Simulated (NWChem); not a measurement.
# CH5FSi (SMILES C[SiH2]F) at r2SCAN/def2-TZVP

What is the vertical ionisation energy of CH5FSi at r2SCAN/def2-TZVP? 

The results are computed with NWChem 7.3.0.

**1. The structure to begin with**

CH5FSi: 8 atoms, total charge 0, spin state singlet. SMILES: `C[SiH2]F`. The coordinates come from a PBE0-D4/def2-TZVP relaxation.

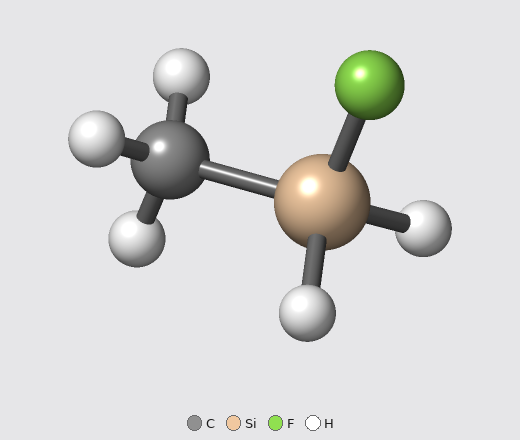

The structure, seen from a chosen angle (carbon grey, silicon light orange, fluorine green, hydrogen white).

**2. The energy at r2SCAN/def2-TZVP**

nw.nw reads:

```
start nw
memory total 2200 mb

geometry noautosym nocenter noautoz
 C       -0.521400       0.700300      -0.437000
 Si       0.448400      -0.642000       0.395200
 F        1.946500      -0.649600      -0.178800
 H       -0.562400       0.542500      -1.517100
 H       -1.546700       0.713200      -0.056500
 H       -0.077200       1.680300      -0.248400
 H        0.538700      -0.420800       1.860700
 H       -0.133700      -1.981200       0.126000
end

basis spherical bse
 * library def2-TZVP
end

dft
 xc r2scan
 grid fine
 convergence energy 1e-08
 iterations 100
 mulliken
 print low
end

task dft
```

Launch:

```
$ nwchem nw.nw > nw.out
```

The log of the run:

```text
[...]
 d= 0,ls=0.0,diis     1   -430.4414945885 -5.46D+02  5.60D-03  7.31D-01     4.4
[...]
 d= 0,ls=0.0,diis    10   -430.4937022785 -4.70D-09  1.32D-07  8.46D-10    38.6
         Total DFT energy =     -430.493702278477
      One electron energy =     -825.773613639891
           Coulomb energy =      317.990546185544
    Exchange-Corr. energy =      -38.669758642371
 Nuclear repulsion energy =      115.959123818242
[...]
      Total Density - Mulliken Population Analysis
     ---------------------------------------------
    Atom       Charge   Shell Charges
 -----------   ------   -------------------------------------------------------
    1 C    6     6.48   0.85  1.12  0.50  0.69  0.08  1.32  1.41  0.49  0.01  0.01  0.00
    2 Si  14    13.45   2.00  0.57  1.39  0.85  0.35  4.13  1.69  0.59  1.18  0.19  0.22  0.22  0.07
    3 F    9     9.34   0.77  1.20  0.62  0.96  0.37  2.28  2.18  0.96  0.00  0.01  0.00
    4 H    1     0.87   0.27  0.48  0.10  0.02
    5 H    1     0.87   0.27  0.48  0.10  0.02
    6 H    1     0.87   0.27  0.48  0.10  0.02
    7 H    1     1.06   0.25  0.55  0.25  0.01
    8 H    1     1.06   0.25  0.55  0.25  0.01
[...]
```

Run time: 39 s. Hardware: 1 thread of Intel Xeon Platinum 8488C (Sapphire Rapids), shared host; peak memory 0.12 GiB.

**3. The doublet cation, same level**

a.nw reads:

```
start a
memory total 2200 mb
charge 1

geometry noautosym nocenter noautoz
C     -0.521400     0.700300    -0.437000
Si     0.448400    -0.642000     0.395200
F      1.946500    -0.649600    -0.178800
H     -0.562400     0.542500    -1.517100
H     -1.546700     0.713200    -0.056500
H     -0.077200     1.680300    -0.248400
H      0.538700    -0.420800     1.860700
H     -0.133700    -1.981200     0.126000
end

basis spherical bse
* library def2-TZVP
end

dft
xc r2scan
mult 2
grid fine
convergence energy 1e-08
maxiter 100
mulliken
print low
end

task dft energy
```

Launch:

```
$ nwchem a.nw > a.out
```

The log of the run:

```text
[...]
 d= 0,ls=0.0,diis     1   -429.8499172050 -5.46D+02  6.72D-03  7.88D-01     6.5
[...]
 d= 0,ls=0.5,diis    31   -430.0745151858 -8.26D-09  3.16D-08  9.72D-09   174.1
[...]
         Total DFT energy =     -430.074515192211
      One electron energy =     -816.625478831052
           Coulomb energy =      308.913483650933
    Exchange-Corr. energy =      -38.321643830333
 Nuclear repulsion energy =      115.959123818242
[...]
      Total Density - Mulliken Population Analysis
     ---------------------------------------------
    Atom       Charge   Shell Charges
 -----------   ------   -------------------------------------------------------
    1 C    6     6.33   0.86  1.12  0.53  0.74  0.04  1.29  1.40  0.34  0.01  0.01  0.00
    2 Si  14    13.42   2.00  0.58  1.39  0.92  0.34  4.13  1.69  0.57  1.15  0.14  0.21  0.23  0.07
    3 F    9     9.17   0.77  1.20  0.62  0.98  0.35  2.25  2.15  0.82  0.00  0.01  0.00
    4 H    1     0.77   0.26  0.44  0.05  0.03
    5 H    1     0.77   0.26  0.44  0.05  0.02
    6 H    1     0.77   0.26  0.44  0.05  0.03
    7 H    1     0.89   0.24  0.52  0.12  0.01
    8 H    1     0.89   0.24  0.52  0.12  0.01
[...]
      <S2> =      0.7565 (Exact =     0.7500)
[...]
```

Wall time 3 min (1 thread of Intel Xeon Platinum 8488C (Sapphire Rapids), shared host); peak memory 0.12 GiB.

**4. Results**

Level: r2SCAN/def2-TZVP.

```
                                          quantity          value
                      singlet CH5FSi: total energy  -430.49370 Eh
                      doublet cation: total energy  -430.07452 Eh
                              doublet cation: ⟨S²⟩          0.756
vertical ionisation energy (to the doublet cation)      11.407 eV
```

In words: Removing an electron at fixed nuclei costs 11.41 eV (1101 kJ/mol). Mulliken charges (doublet cation) run from -0.33 on C1 to +0.58 on Si2; they depend strongly on the basis.
